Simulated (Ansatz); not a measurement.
```
atom    x (Å)    y (Å)    z (Å)
  Al   1.0562   1.3261  -0.0830
  Al  -1.0556  -1.3266   0.0820
   O   2.0632   2.5935  -0.1616
   O  -0.0003   0.0002  -0.0016
   O  -2.0635  -2.5931   0.1643
```

Geometry: PBE-D4/def2-SVP.

Computed with RKS PBE0-D4/def2-TZVP (Ansatz).

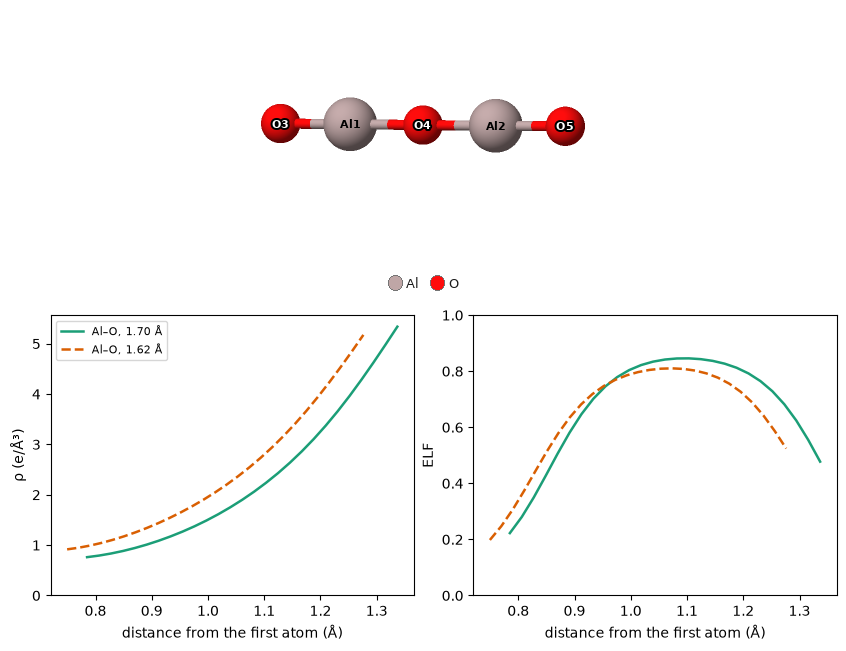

Al$_{2}$O$_{3}$. Electron density and electron localisation function along straight lines between neighbouring atoms. The curves leave out the atomic cores. The structure is drawn too.

> Compare the contacts.

Al–O (1.70 Å): ρ at the midpoint is about 0.88 e/Å³; the ELF peaks at about 0.85 in the valence shell of O, 0.6 Å from its nucleus, and is about 0.45 at the midpoint.
Al–O (1.62 Å): the density is about 1 e/Å³ at the midpoint; the ELF peaks at about 0.80 in the valence shell of O, 0.5 Å from its nucleus, and is about 0.35 at the midpoint.
